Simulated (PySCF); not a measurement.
**C$_{3}$H$_{9}$P, SMILES `CP(C)C`: what the electrons do**

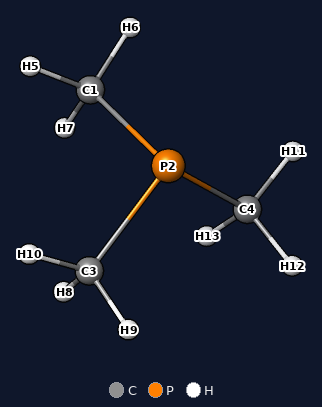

The molecule, with its atoms numbered as below. No frequency check shows the geometry to be a minimum.

Geometry (Å), atoms numbered from 1:

```
C1      -0.6132   -1.4927    0.2892
P2       0.0000    0.0003   -0.6225
C3      -0.9863    1.2770    0.2895
C4       1.5994    0.2152    0.2893
H5      -1.6455   -1.6840    0.0039
H6      -0.0128   -2.3545    0.0044
H7      -0.5550   -1.3514    1.3677
H8      -0.8928    1.1558    1.3681
H9      -0.6354    2.2670    0.0041
H10     -2.0325    1.1883    0.0043
H11      2.2812   -0.5832    0.0042
H12      2.0455    1.1660    0.0045
H13      1.4478    0.1950    1.3679
```

Part 1: Bonding charge

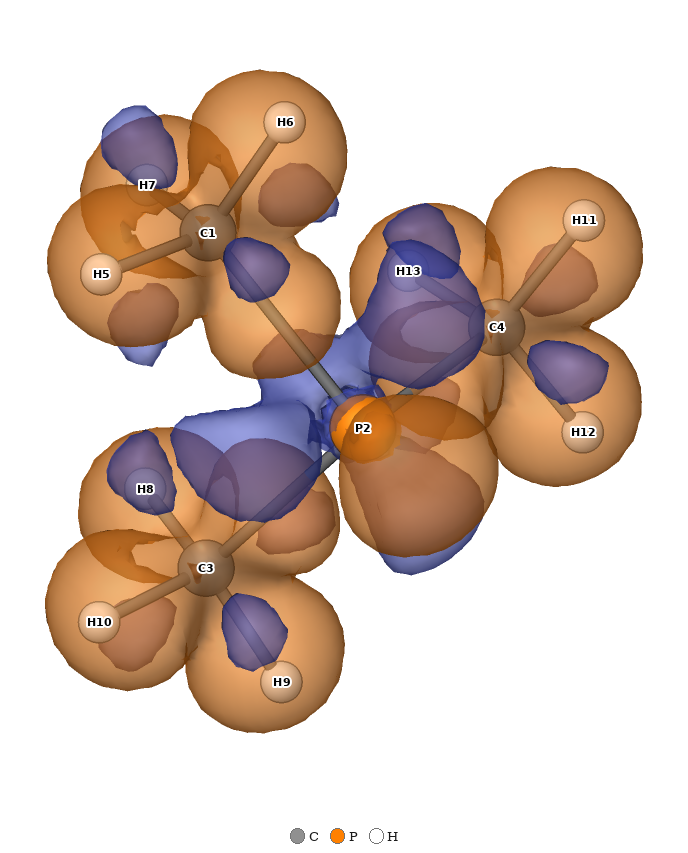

Deformation density (molecule less spherical, spin-averaged free atoms at the same positions), surfaces at ±0.06 e/Å³; orange: gain, blue: loss.

Level of theory: r2SCAN/def2-SVPD (PySCF), at a geometry from GFN2-xTB.

Q: How much density has each bond gained at its critical point, relative to the free atoms?

A: C1–H5, C3–H10, C4–H11, C1–H6 and 2 more like them: +0.64 e/Å³ at the bond critical point (bond length 1.09 Å). C1–H7, C3–H8 and C4–H13: +0.63 e/Å³ at the bond critical point (bond length 1.09 Å). P2–C3, P2–C4 and C1–P2: +0.12 e/Å³ at the bond critical point (bond length 1.85 Å); up to 0.6 Å beside the axis the gain reaches +0.32 e/Å³. In all, 2.6 electrons gather in the regions of gain relative to the promolecule. A small or negative value marks a very polar bond, one between electron-rich atoms, whose free-atom densities already overlap strongly, a long bond to a heavier atom, or a closed-shell contact such as a hydrogen bond.

Part 2: Bond critical points

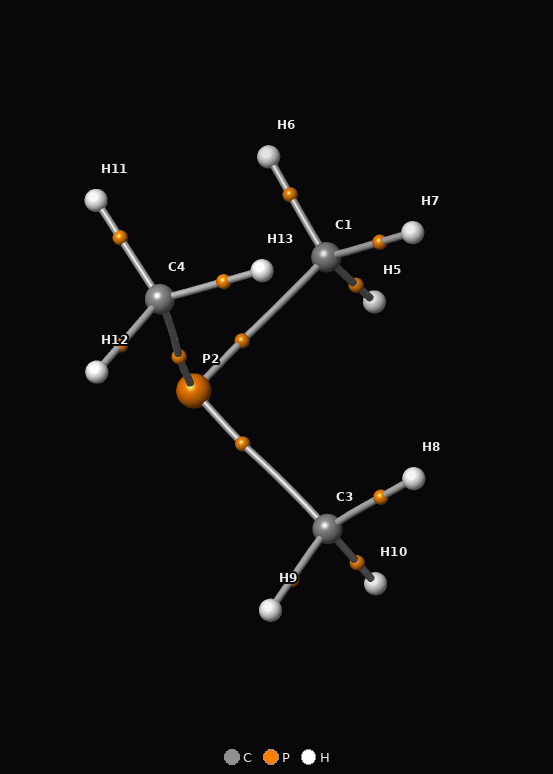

Molecular graph of the electron density (QTAIM): bond paths, bond critical points (orange), ring points (yellow, if any); weak paths are dashed.

Q: How many critical points of each kind are there, and does the count close?

A: 13 nuclei, 12 bond, 0 ring and 0 cage critical points: 13 − 12 + 0 − 0 = 1, as the Poincaré–Hopf relation requires.

Q: What does the calculation give at each kind of bond critical point?

A:
```tsv
bond	length (Å)	ρ (a.u.)	∇²ρ (a.u.)	ε	H (a.u.)
C1–H5 (6 alike)	1.088	0.273	−0.97	0.02	−0.292
C1–H7 (3 alike)	1.089	0.272	−0.96	0.01	−0.289
P2–C3 (3 alike)	1.853	0.148	+0.11	0.15	−0.124
```

Q: What kind of interaction is C1–H5?

A: Shared-shell (covalent): ρ = 0.273, ∇²ρ = −0.97, H = −0.292 a.u.

Part 3: Electrostatic potential

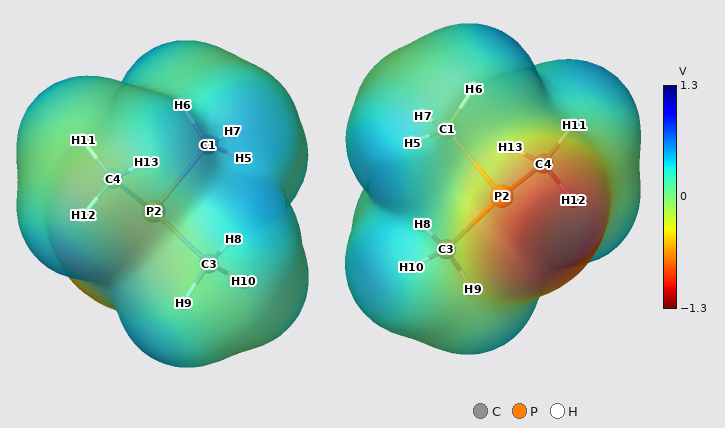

Electrostatic potential on the surface of electron density 0.001 a.u. (back view left, front view right).

Q: Where are the extremes of the potential on the surface?

A: Highest: 0.54 V, 1.4 Å from H7, and at like points elsewhere. Lowest: −1.24 V, 2.4 Å from P2. Further minima include 0.00 V, near H6 (1.80 Å), H5 (1.86 Å), C1 (1.93 Å) and H7 (1.94 Å), and at like points elsewhere. The surface is sampled at points, so like sites can differ by a few per cent and only the strongest of them is named.

Q: What volume does the surface enclose, and what is the dipole moment?

A: About 122 Å³; the dipole moment is 1.3 D.

Part 4: Excited states

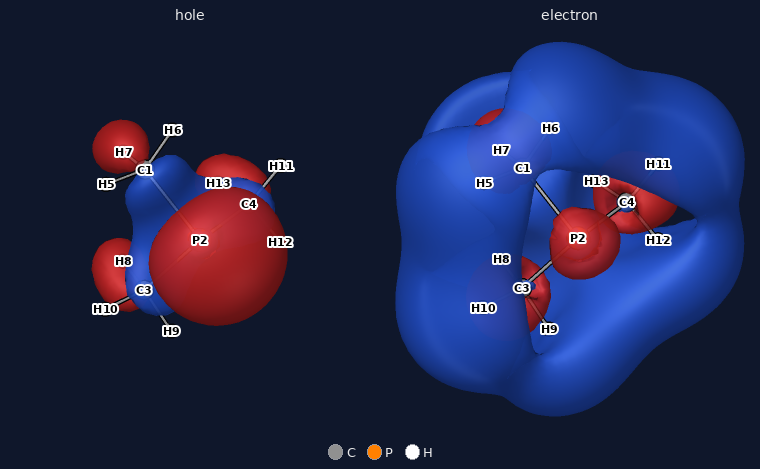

Leading natural transition orbital pair of S₁ (TDA singlet states); the surfaces enclose about 78 % of each orbital's density.

PySCF calculation, B3LYP/def2-SVP, gas phase; geometry: GFN2-xTB. Without diffuse functions Rydberg states are missing, so the states' numbers hold for this basis only.

Q: Give its energy and the atoms that hole and electron lie on.

A: 6.70 eV (185 nm), f = 0.014, partly diffuse acceptor orbital, which a basis without diffuse functions describes poorly; the leading pair carries 100 %; hole on P2 (68 %) and C1, C3 and C4 (7 % each), electron on C1, C3 and C4 (9 % each), H5, H6, H7, H8, H9, H10, H11, H12 and H13 (8 % each) and P2 (5 %) (atom shares of so diffuse an orbital are rough); their centroids lie 1.2 Å apart. In canonical orbitals it is mainly HOMO → LUMO (99 %). The HOMO–LUMO gap is 7.59 eV.

Part 5: Removing or adding an electron

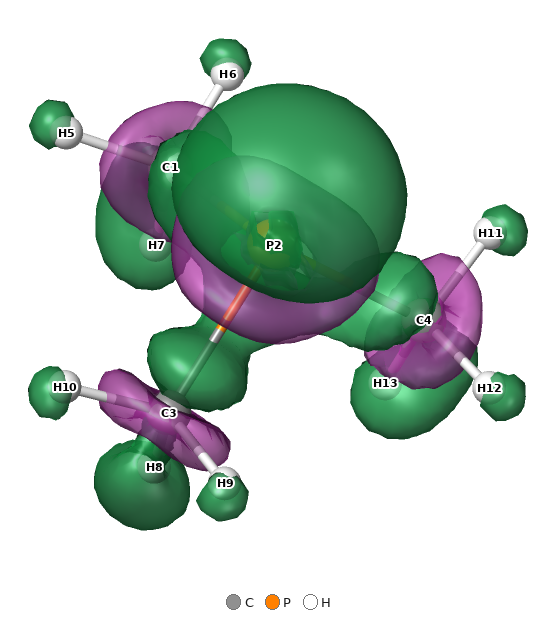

Fukui function f⁻ = ρ(N) − ρ(N−1) at fixed geometry, surfaces at ±0.03 e/Å³ (green positive, purple negative).

Computed with PySCF, BP86/6-311+G**, geometry: GFN2-xTB.

Q: Which atoms respond most to the removal of an electron?

A: f⁻ (Hirshfeld-condensed) is largest on P2 (0.41); the vertical ionisation energy is 8.61 eV (the stability of the cation's solution wasn't checked). Condensed values hint at sites of electrophilic attack but needn't mark the atom that reacts. Orbital relaxation makes it negative in places (0.20 e in all).

```csv
atom,f⁻,charge
C1,+0.06,−0.16
P2,+0.41,+0.13
C3,+0.06,−0.16
C4,+0.06,−0.16
H5,+0.04,+0.04
H6,+0.04,+0.04
H7,+0.06,+0.03
H8,+0.06,+0.03
H9,+0.04,+0.04
H10,+0.04,+0.04
H11,+0.04,+0.04
H12,+0.04,+0.04
H13,+0.06,+0.03
```

Part 6: Localised orbitals

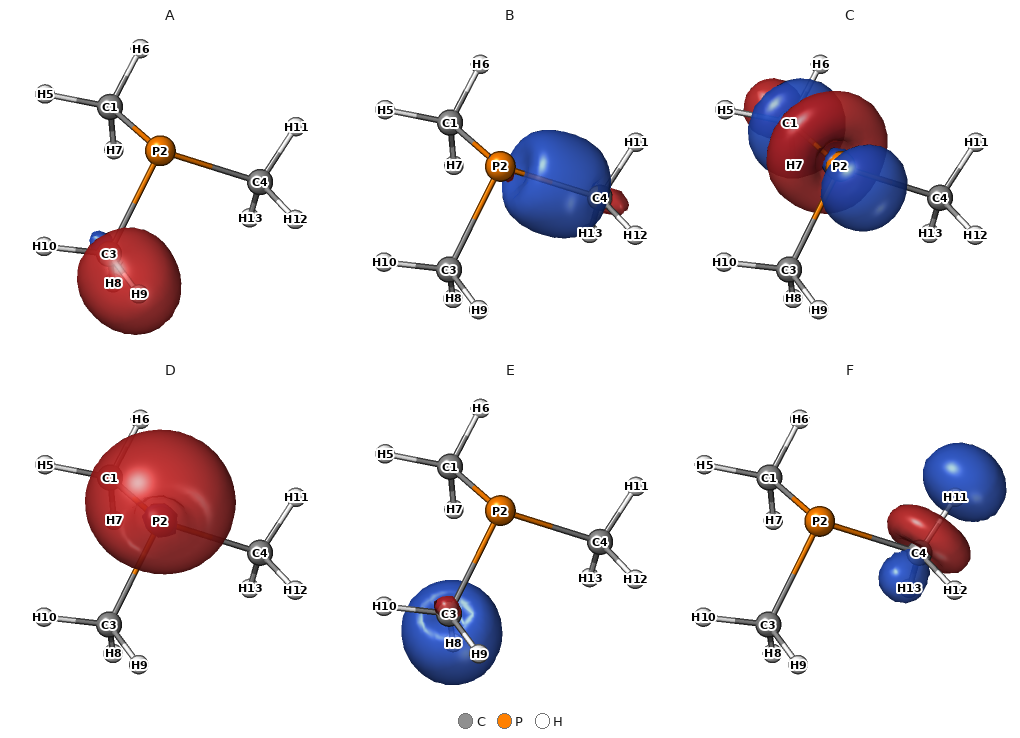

Intrinsic bond orbitals (IBO), occupied and valence-virtual; each surface holds about 70 % of the orbital's density. Energies are diagonal elements of the Fock matrix.

Method: HF/def2-TZVP; geometry: GFN2-xTB; program: PySCF.

Q: Name the orbitals, with their atomic make-up and energies.

A: By panel:
- A: σ bond C3–H9 (C3 57 %, H9 43 %; −17.9 eV)
- B: σ bond C4–P2 (C4 59 %, P2 40 %; −16.8 eV)
- C: σ* orbital P2–C1 (P2 59 %, C1 40 %; 10.9 eV)
- D: lone pair on P2 (sp1.1-type) (P2 98 %; −12.0 eV)
- E: σ bond C3–H8 (C3 56 %, H8 44 %; −17.9 eV)
- F: σ* orbital H11–C4 (H11 57 %, C4 43 %; 15.7 eV)

Q: How do all the valence pairs divide up?

A: 13 pairs: 12 σ bonds and 1 lone pair.

Part 7: Stretching a bond

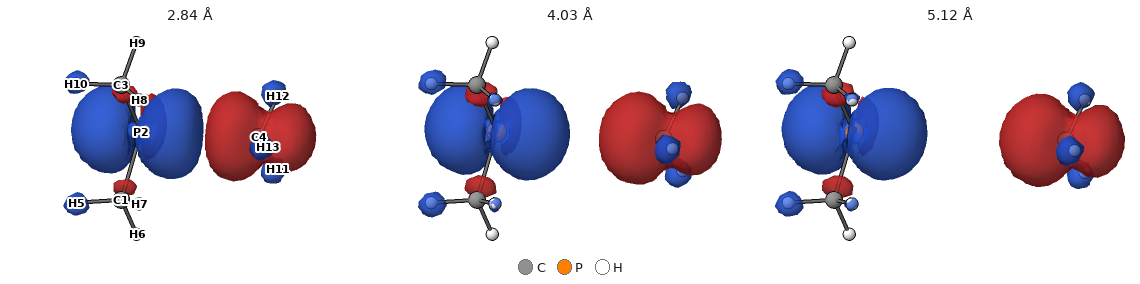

Rigid stretch of the P2–C4 bond. Broken-symmetry UHF spin density at ±0.03 e/Å³ (blue: α, red: β).

Level of theory: def2-SVP basis (PySCF), at a geometry from GFN2-xTB.

Q: How does the broken-symmetry solution share the spin, and how far is it from a pure singlet?

A: At 5.12 Å excess α spin lies mostly on P2 and excess β on C4; the two could be swapped at no cost. ⟨S²⟩ is 0.78 at 2.84 Å, 1.01 at 4.03 Å and 1.02 at 5.12 Å, against 0 for a pure singlet and 1 for an equal mix of singlet and triplet.

Q: Where does the UHF solution part from RHF?

A: Between 2.20 Å (⟨S²⟩ = 0, the two coincide) and 2.47 Å (⟨S²⟩ = 0.27); at 5.12 Å ⟨S²⟩ is 1.02 and UHF lies 4.8 eV below RHF.

Q: How much energy does the stretch cost?

A: By CASSCF, 2.9 eV from the lowest point of the scan (1.83 Å) to 5.12 Å; RHF gives 7.2 eV from its own lowest point. The fragments aren't relaxed and dynamic correlation is missing, so this isn't a bond dissociation energy.
